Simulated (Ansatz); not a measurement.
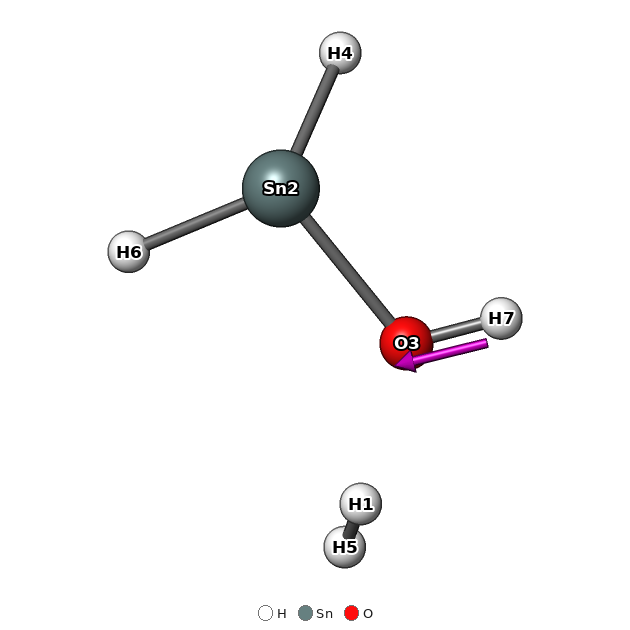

The arrows show one normal mode. Charge 0, doublet. Harmonic vibrations computed with UKS PBE0-D4/def2-TZVP, core potentials on Sn (Ansatz 0.2.0) at a stationary point of the same level.

> Describe the motion.

Mostly O–H stretching.

> At what wavenumber does it lie?

3890 cm⁻¹; it is mode 14 of 15 counted from the lowest.
